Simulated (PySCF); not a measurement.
```xyz
4

Sc   -0.0135    0.0131   -0.0114
Cl    2.3234   -0.2762    0.3141
Cl   -0.9343    2.2116   -0.0097
Cl   -1.3358   -1.9295   -0.3843
```

Geometry: PBE-D3(BJ)/ma-def2-SVP.

The calculation used DFT single point, gas phase, functional wB97X (PySCF 2.14.0, density-fitted response routines).

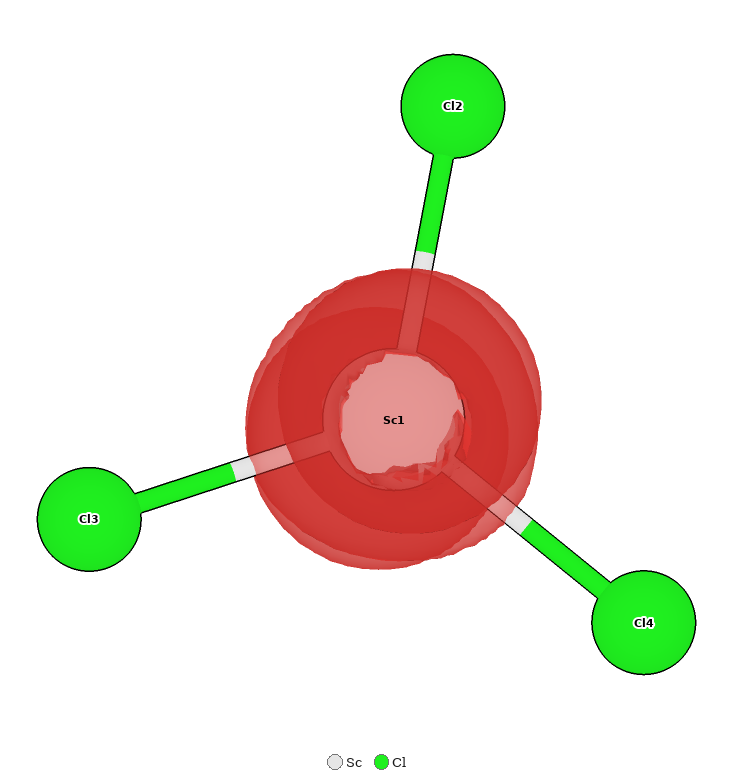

Cl3Sc (charge −1, doublet). Isosurfaces of the spin density (α minus β) at +0.02 (red) and −0.02 e/Å³ (blue), seen across its widest extent.

Which atoms carry the spin?

The unpaired spin (1 electron) lies mostly on Sc1 (about 1.0), in electrons by Hirshfeld's partition.
